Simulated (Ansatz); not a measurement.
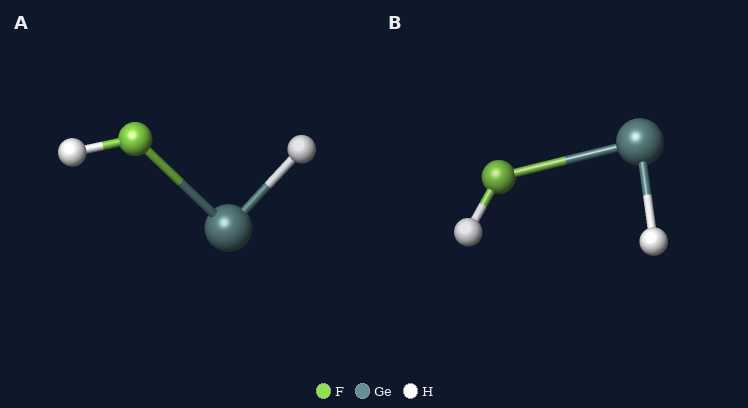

2 stationary structures of one formula. State: charge +1, singlet. Geometries: PBE-D4/def2-SVP. Electronic energies: PBE-D4/def2-SVP (Ansatz 0.2.0), without zero-point energy. No frequency run is at hand to confirm each as a minimum.

### Which structure is the most stable?

A is lowest (Cs); B lies 0.2 kcal/mol above it (Cs).
